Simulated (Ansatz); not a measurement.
CuSn₄

```xyz
5
Lattice="5.1389 0.0000 0.0000 0.0000 5.1389 0.0000 0.0000 0.0000 5.1389" Properties=species:S:1:pos:R:3 pbc="T T T"
Cu    2.5694    2.5694    2.5694
Sn    0.0000    0.0000    0.0000
Sn    2.5694    2.5694    0.0000
Sn    2.5694    0.0000    2.5694
Sn    0.0000    2.5694    2.5694
```

Space group Pm-3m; a structure generated by program, which may or may not match a known phase; computed without spin polarisation.

The calculation used Ansatz, DFT PBE, scalar-relativistic, plane waves, PAW.

**What will maps of the valence pseudo-density and electron localisation function show?**

Cu–Sn (2.57 Å): ρ at the midpoint is about 0.36 e/Å³; the ELF is about 0.40 at the midpoint.

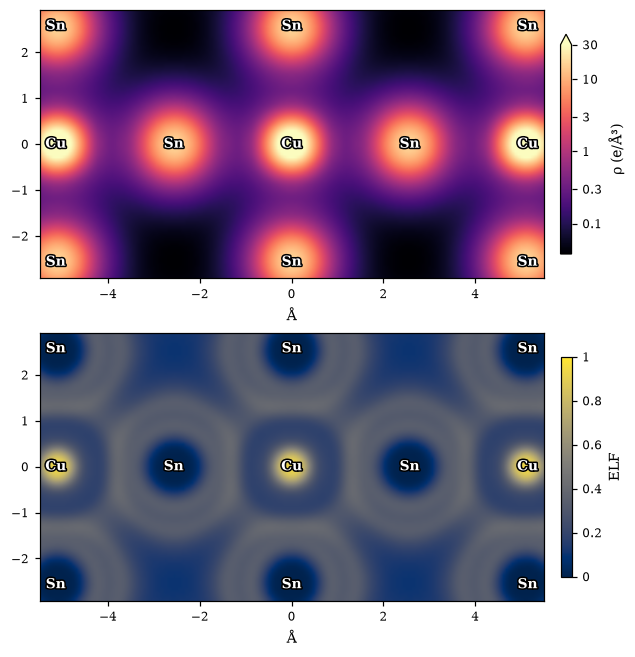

Computed valence pseudo-density and electron localisation function on the (001) plane of the conventional cell, in this order. 

Core electrons are frozen (PAW), and the valence fields are smoothed inside the atomic spheres.
